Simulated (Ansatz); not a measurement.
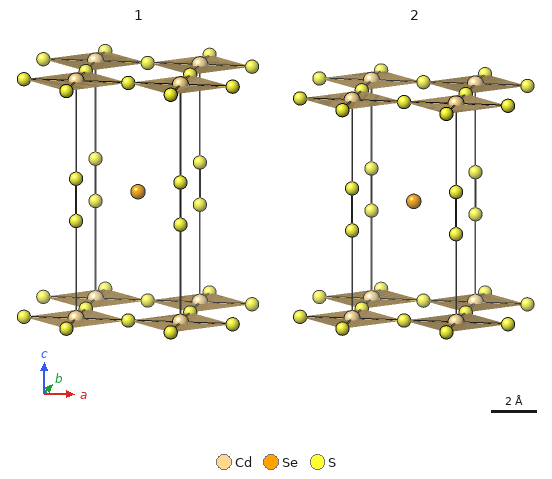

Two geometries of a crystal of CdSeS₄ (a generated structure, set up in P4/mmm), drawn at one scale. One is the start of a relaxation, the other its converged end. Style: polyhedral. Shown: the cell of the calculation, slightly off an axis.

Level of theory: Ansatz 0.2.0, DFT PBE, scalar-relativistic, plane waves, PAW. Settings: plane-wave cutoff 420 eV; k-point mesh 8 × 8 × 4; occupations gaussian; smearing width 0.1 eV; no spin polarisation; cell and atoms relaxed; force threshold 0.01 eV/Å; at most 80 steps.

> Which one is relaxed?

Structure 1 is the relaxed one. The largest moves relative to the cell, 0.081 Å, are those of S atoms. Se and Cd stay in place. Cell: a = b 4.724 → 4.742 Å (+0.4 %), c 9.941 → 10.814 Å (+8.8 %). Volume +9.6 %. Near-neighbour distances that change, for instance: Cd–S 2.362 → 2.371 Å, S–S 1.916 → 1.921 Å. The space group stays P4/mmm (No. 123). The energy falls by 1.7 meV per atom in 8 accepted moves (9 points after the start). The largest force component goes from 0.16 to 0.00046 eV/Å. Pressure: 0.35 GPa at the start and 0.01 GPa at the end. The SCF was repeated once at an unchanged geometry on a basis and grid sized afresh for the cell, which shifted the energy by 0.3 meV per atom at most.

Limits of the set-up: layers or molecules are held without a dispersion correction, so their spacing is unreliable.
